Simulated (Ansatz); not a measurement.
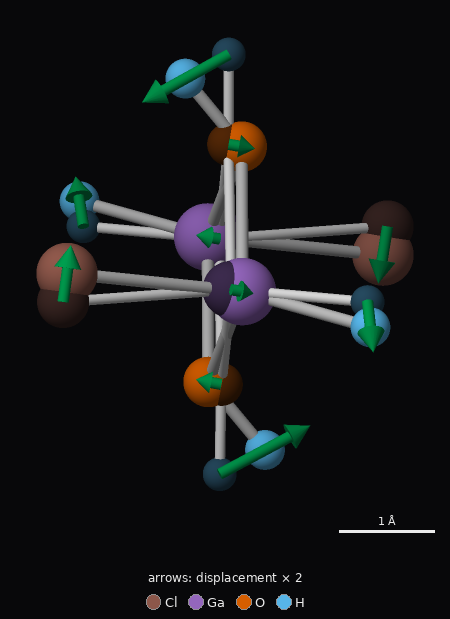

A relaxation of Ga2H4O2Cl2. The starting structure is drawn faded, the final one solid; green arrows show the displacements, 2 times their true length. The two geometries are superimposed by the best rigid fit.

A ball-and-stick model, seen from a free direction.

The start comes from GFN2-xTB.

Method: RKS PBE0-D4/def2-TZVP (Ansatz). Settings: force threshold 0.005 eV/Å; at most 150 steps.

### What did the optimiser do to the structure, and how much energy did it gain?

The energy falls by 40.6 kJ/mol in 11 geometry steps. The largest force component goes from 1.6 to 0.0021 eV/Å. An H atom moves most after the best rigid fit: 0.55 Å. Largest moves by element: H 0.55 Å, Cl 0.31 Å, O 0.14 Å, Ga 0.13 Å. Among the contacts that change: Cl–Ga 2.066 → 2.155 Å, Ga–H 1.518 → 1.547 Å, Ga–O 1.968 → 1.942 Å. Bond angles that change, for instance: Ga–O–H 130.6° → 115.6°, Ga–O–H 130.8° → 117.7°, O–Ga–H 106.2° → 117.2°.
